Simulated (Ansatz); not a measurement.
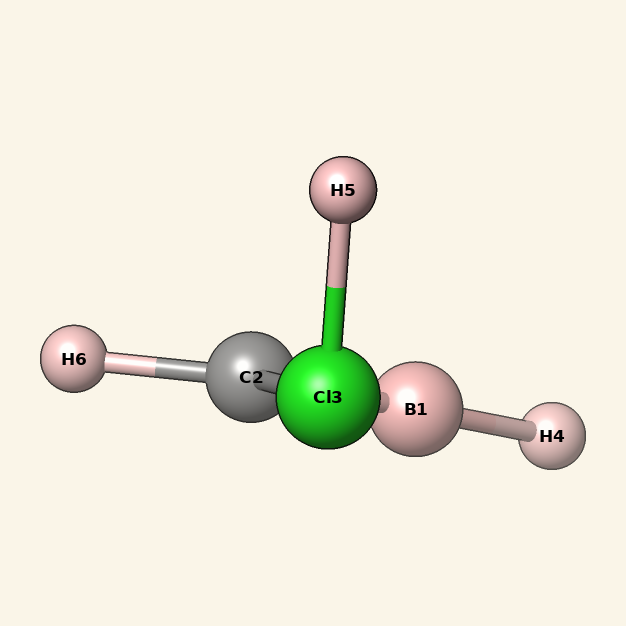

C2 lies behind Cl3. The molecule seen a little off the Cl3–C2 bond, Cl3 in front. Depth is shown by fading: the farther an atom, the more it takes the colour of the background. Charge +1, singlet. The geometry was computed by an optimisation with PBE-D4/def2-SVP. No frequency run is at hand to confirm it as a minimum.

What is the torsion angle H5–Cl3–C2–B1? The sign is positive where the front bond must turn clockwise to cover the back bond.

102°, anticlinal.
